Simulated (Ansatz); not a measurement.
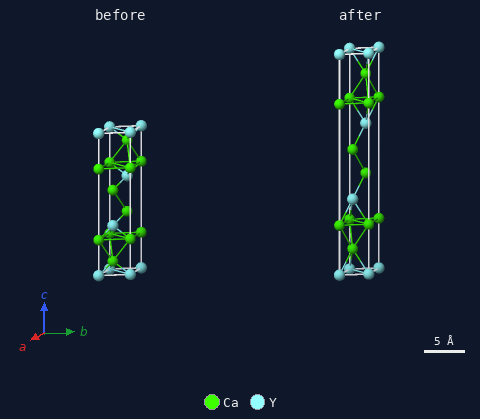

The structure of solid Ca₂Y (built on the cadmium chloride_166 type) (coarse preliminary run) before (left) and after (right) a relaxation, at one scale.

The picture is a ball-and-stick view of the conventional cell (3 times the calculation's cell), seen slightly off an axis. Lengths and directions refer to the drawn axes.

Case: cadmium chloride type (R-3m, No. 166).

These are results of Ansatz 0.2.0, DFT PBE, scalar-relativistic, plane waves, PAW, not measurements.

Input file:
```yaml
crystal:
  lattice:
    - [2.0182390679, 1.1652308692, 6.0955982767]
    - [-2.0182390679, 1.1652308692, 6.0955982767]
    - [0.0, -2.3304617383, 6.0955982767]
  atoms:
    - { symbol: Ca, position: [0.75, 0.75, 0.75] }
    - { symbol: Ca, position: [0.25, 0.25, 0.25] }
    - { symbol: "Y", position: [0.0, 0.0, 0.0] }
basis:
  ecutwfc: 420
kpoints:
  mp_grid: { grid: [6, 6, 6] }
hamiltonian:
  xc: pbe
scf:
  occupations: { method: gaussian, width: 0.1 }
  lower_state_search: "off"
output:
  forces: true
  stress: true
  eigenvalues: true
relax:
  adjacent_minimum: "off"
  f_tol: 0.04
  max_steps: 70
  cell: { stress_tol: 0.4 }
```

Launched with:
```bash
ansatz run input.yaml --threads 1 --pin off --max-ram 2560MiB --backend cpu --events-out ev --progress --plain --runs-dir out
```

Summarise the run.

The energy falls by 3.478 eV per cell of the calculation in 13 accepted moves (15 points after the start). The largest force component goes from 2.9 to 0.0025 eV/Å. The pressure goes from 12.13 to 0.04 GPa. At 2 points the geometry stayed and the basis and grid were re-selected for the new cell (energy shift of 0.153 eV per cell of the calculation at most each time). The largest moves relative to the cell, 0.71 Å, are those of Ca1 and Ca2. Ca1 goes along +c. Y stays in place. The drawn cell changes as follows: a = b 4.036 → 3.730 Å (−7.6 %), c 18.287 → 28.388 Å (+55.2 %); the volume changes by +32.6 %. Near-neighbour distances that change, for instance: Ca1–Y3 2.784 → 3.752 Å, Y3–Y3 4.036 → 3.730 Å, Ca1–Ca1 4.036 → 3.730 Å, Ca1–Ca2 3.837 → 3.957 Å. The space group stays R-3m (No. 166). The run took 27 s on 1 thread of Intel(R) Xeon(R) 6975P-C (Granite Rapids) (shared host), peak memory 0.44 GiB.
